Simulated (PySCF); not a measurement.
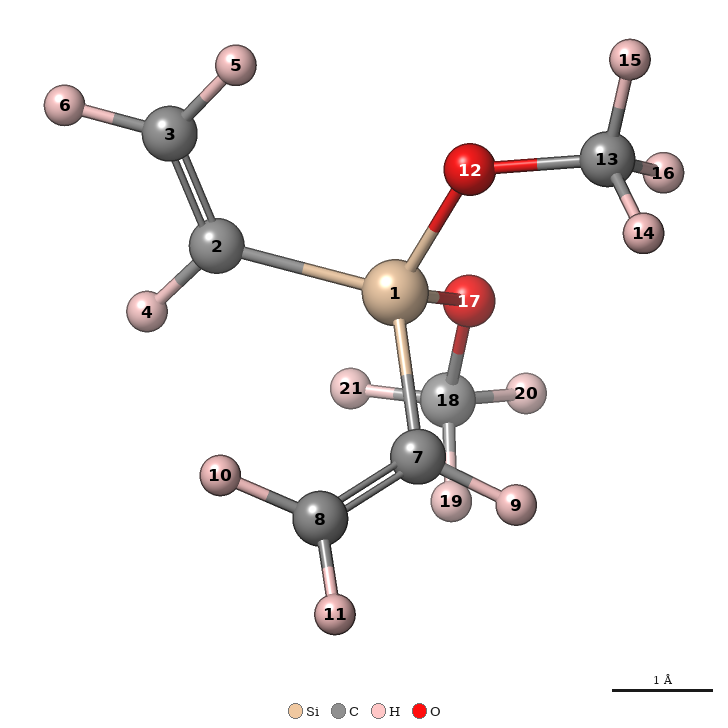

Orthographic view. Depth is shown by fading: the farther an atom, the more it takes the colour of the background. The geometry was computed by an optimisation with PBE0-D3(BJ)/def2-SVP. No frequency run is at hand to confirm it as a minimum.

Write a MOL file (V2000) with the atoms in numerical order, bonds sorted by atom number with the orders drawn, and coordinates in the frame of the picture: x right, y up, z towards the viewer, origin at the mean position.

```
C6H12O2Si
                    3D

 21 20  0  0  0  0  0  0  0  0999 V2000
    0.0000    0.1700   -0.0400 Si  0  0  0  0  0  4  0  0  0  0  0  0
   -1.7900    0.6400   -0.1300 C   0  0  0  0  0  0  0  0  0  0  0  0
   -2.2600    1.7700    0.4100 C   0  0  0  0  0  0  0  0  0  0  0  0
   -2.4900   -0.0200   -0.6600 H   0  0  0  0  0  0  0  0  0  0  0  0
   -1.6000    2.4500    0.9500 H   0  0  0  0  0  0  0  0  0  0  0  0
   -3.3200    2.0500    0.3400 H   0  0  0  0  0  0  0  0  0  0  0  0
    0.2300   -1.4800    0.8100 C   0  0  0  0  0  0  0  0  0  0  0  0
   -0.7500   -2.1000    1.4700 C   0  0  0  0  0  0  0  0  0  0  0  0
    1.2200   -1.9600    0.7800 H   0  0  0  0  0  0  0  0  0  0  0  0
   -1.7600   -1.6700    1.5500 H   0  0  0  0  0  0  0  0  0  0  0  0
   -0.6000   -3.0600    1.9800 H   0  0  0  0  0  0  0  0  0  0  0  0
    0.7500    1.4100    0.7700 O   0  0  0  0  0  0  0  0  0  0  0  0
    2.1300    1.5100    0.9700 C   0  0  0  0  0  0  0  0  0  0  0  0
    2.5000    0.7700    1.7000 H   0  0  0  0  0  0  0  0  0  0  0  0
    2.3600    2.5100    1.3700 H   0  0  0  0  0  0  0  0  0  0  0  0
    2.7000    1.3800    0.0300 H   0  0  0  0  0  0  0  0  0  0  0  0
    0.7400    0.0900   -1.5300 O   0  0  0  0  0  0  0  0  0  0  0  0
    0.5300   -0.9100   -2.4800 C   0  0  0  0  0  0  0  0  0  0  0  0
    0.5600   -1.9300   -2.0500 H   0  0  0  0  0  0  0  0  0  0  0  0
    1.3100   -0.8400   -3.2500 H   0  0  0  0  0  0  0  0  0  0  0  0
   -0.4500   -0.7900   -2.9900 H   0  0  0  0  0  0  0  0  0  0  0  0
  1  2  1  0
  1  7  1  0
  1 12  1  0
  1 17  1  0
  2  3  2  0
  2  4  1  0
  3  5  1  0
  3  6  1  0
  7  8  2  0
  7  9  1  0
  8 10  1  0
  8 11  1  0
 12 13  1  0
 13 14  1  0
 13 15  1  0
 13 16  1  0
 17 18  1  0
 18 19  1  0
 18 20  1  0
 18 21  1  0
M  END
```
